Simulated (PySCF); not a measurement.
# C₅H₈OSi: electronic excitations

Aim: predict the electronic excitations of C₅H₈OSi (`C#C[C@H](C)C(=O)[SiH3]`).

The runs use PySCF 2.14.0, with density-fitted response routines of our own; the level of theory stands in each step. All values are computed, except where a source is named. Atoms are numbered from 0 throughout.

## Step 1: Starting geometry

15 atoms, charge 0, multiplicity 1; geometry from: GFN2-xTB.

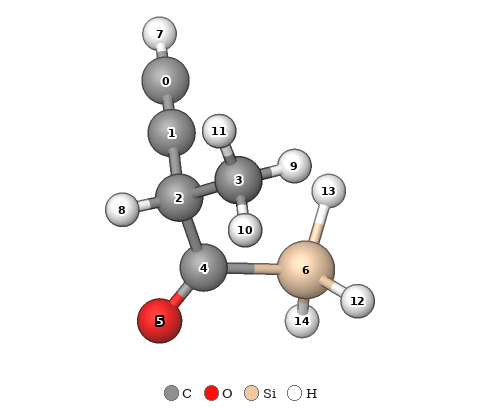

The starting geometry (carbon grey, oxygen red, silicon light orange, hydrogen white), atoms numbered.

## Step 2: Ultraviolet spectrum: CAM-B3LYP/def2-SVPD

What the job is given:

```
{"job": {"kind": "uv", "xc": "CAM-B3LYP", "basis": "def2-SVPD", "nstates": 8, "ntriplets": 3}, "charge": 0, "multiplicity": 1}
C      1.822924    -1.562420     1.103255
C      1.382341    -0.752936     0.339043
C      0.824389     0.205227    -0.594844
C      0.616588     1.566721     0.069635
C     -0.499483    -0.377858    -1.085650
O     -0.620788    -0.766193    -2.223701
Si    -1.982495    -0.503161     0.133873
H      2.232438    -2.257737     1.773422
H      1.503175     0.301161    -1.451764
H     -0.027198     1.472336     0.941766
H      0.159081     2.259516    -0.633438
H      1.573970     1.973363     0.389013
H     -2.669965     0.789582     0.094377
H     -1.474326    -0.768752     1.478411
H     -2.845064    -1.570861    -0.355310
```

Method: TDDFT CAM-B3LYP/def2-SVPD, vertical, gas phase, core orbitals frozen in the response.

On the command line:

```console
> OMP_NUM_THREADS=1 python probes_run.py task.json out
```

The driver reads the jobs from task.json and runs them one after another.

Predict these results of the whole session: lowest singlet (CAM-B3LYP/def2-SVPD); brightest single state of those computed; lowest triplet.

**Answer**, as computed:

| quantity | value |
| --- | --- |
| lowest singlet (CAM-B3LYP/def2-SVPD) | 3.52 eV (352 nm), f = 0.000 |
| brightest single state of those computed | state 8, 7.33 eV, f = 0.075 |
| lowest triplet | 2.89 eV |

**Reading.** The first singlet state (HOMO→LUMO 0.92) lies at 3.52 eV and is dark; of the 8 states computed, the strongest absorption comes from state 8 at 7.33 eV (the last computed, so partners may be missing). The lowest triplet lies 0.64 eV below the lowest singlet (triplets in Tamm-Dancoff, singlets in full TDDFT).
